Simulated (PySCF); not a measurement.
**Cu⁺: dipole response in dyall-av2z**

Aim: the static polarisability and the C₆ coefficient of Cu⁺, method by method.

The numbers are computed with PySCF 2.14.0 (unrestricted determinants in a Gaussian basis, no spin-orbit coupling in the energies), except any that are marked as measured or tabulated.

## 1. The system

```
Element     : copper (Z = 29)
Basis       : dyall-av2z
Hamiltonian : no relativity, point nucleus
State 1     : Cu⁺: [Ar] 3d10, closed-shell 1S
Methods     : wB97X-V
```

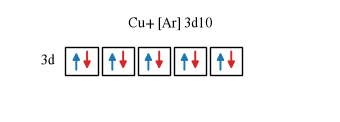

The shells outside the core, filled by Hund's rule for the drawing.

The runs were made by one driver on top of PySCF. The scripts below sum up each run's settings (the driver also hands on starting orbitals that pick excited configurations, and frozen orbitals as a list rather than a count), and the logs come from the driver's own runs. The driver starts from symmetry-adapted Hartree-Fock orbitals, holds the occupation by maximum overlap and uses a logarithmic radial grid for functionals, so a plain start would take other cycles.

The integrals over 101 functions and the set-up took 0.73 s of CPU time.

## 2. Cu⁺, at wB97X-V

Level: wB97X-V.

The input, input.py:

```python
from pyscf import gto, scf, dft, mp, cc
import basis_set_exchange as bse
mol = gto.M(atom="Cu 0 0 0", charge=1, spin=0, symmetry="D2h",
            basis=gto.basis.parse(bse.get_basis("dyall-av2z", elements=["Cu"], fmt="nwchem")))
mf = dft.UKS(mol, xc="WB97X_V")
mf.irrep_nelec = {'Ag': (5, 5), 'B1g': (1, 1), 'B2g': (1, 1), 'B3g': (1, 1), 'B1u': (2, 2), 'B2u': (2, 2), 'B3u': (2, 2)}
mf.kernel()
```

The log of the run:

```text
damping factor = 0
level_shift factor = 0
DIIS = <class 'pyscf.scf.diis.CDIIS'>
diis_start_cycle = 1
diis_space = 10
diis_damp = 0
SCF conv_tol = 1e-09
SCF conv_tol_grad = None
number electrons alpha = 14  beta = 14
XC functionals = WB97X_V
    N. Mardirossian and M. Head-Gordon.,  Phys. Chem. Chem. Phys. 16, 9904-9924 (2014)
NLC functional = WB97X_V
cycle= 1 E= -1640.06336809521  delta_E= -0.0149  |g|= 0.179  |ddm|= 0.107
cycle= 2 E= -1640.05248322552  delta_E= 0.0109  |g|= 0.37  |ddm|= 0.0842
cycle= 3 E= -1640.06782500572  delta_E= -0.0153  |g|= 0.026  |ddm|= 0.049
cycle= 4 E= -1640.067917324  delta_E= -9.23e-05  |g|= 0.000323  |ddm|= 0.00446
cycle= 5 E= -1640.06791739192  delta_E= -6.79e-08  |g|= 0.000161  |ddm|= 0.000306
cycle= 6 E= -1640.06791739899  delta_E= -7.07e-09  |g|= 6.73e-06  |ddm|= 9.74e-05
cycle= 7 E= -1640.06791739901  delta_E= -1.84e-11  |g|= 4.1e-07  |ddm|= 5.75e-06
converged SCF energy = -1640.06791739901  <S^2> = 5.3290705e-15  2S+1 = 1
```

It used 40 s of CPU time after the integrals (shared host).

The occupied shells:

```tsv
shell	electrons	mean orbital energy (eV)	spread (eV)	rms radius (bohr)
1s	2	-8792.4	0	0.0612
2s	2	-1064.0	0	0.259
2p	6	-933.26	0	0.230
3s	2	-127.52	0	0.778
3p	6	-86.628	0	0.823
3d	10	-18.506	0	1.17
```

⟨S²⟩ = 0.000, ⟨L²⟩ = 0.00.

The driver then solved the coupled dipole response at imaginary frequencies: mean α = 6.562 bohr³, C₆ = 20.61 au for a like pair.

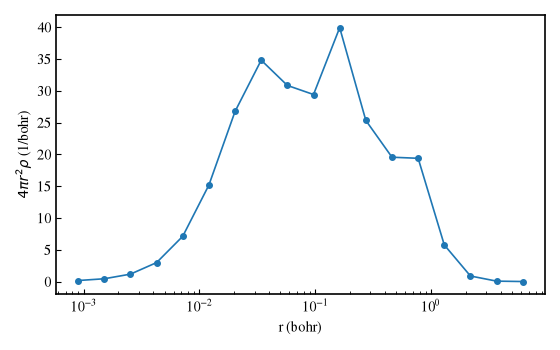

Radial density 4πr²ρ of Cu⁺ at wB97X-V, at 18 stored radii joined by straight lines.

## 3. Polarisabilities and C₆

Cu⁺, in atomic units:

```tsv
method	mean α	C₆ (like pair)	S(−4)
wB97X-V	6.562	20.61	40.90
```

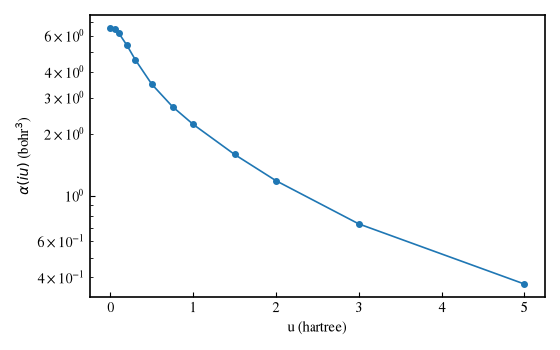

α(iu) of Cu⁺, the polarisability at imaginary frequency, on a logarithmic scale.

## 4. Results

```
quantity                  value
α of Cu⁺  6.562 (wB97X-V) bohr³
```

A single London oscillator with the computed α and C₆ of Cu⁺ at wB97X-V would have ω = 4 C₆ / (3 α²) = 0.638 hartree. All values hold for this basis alone; no basis-set limit was taken.
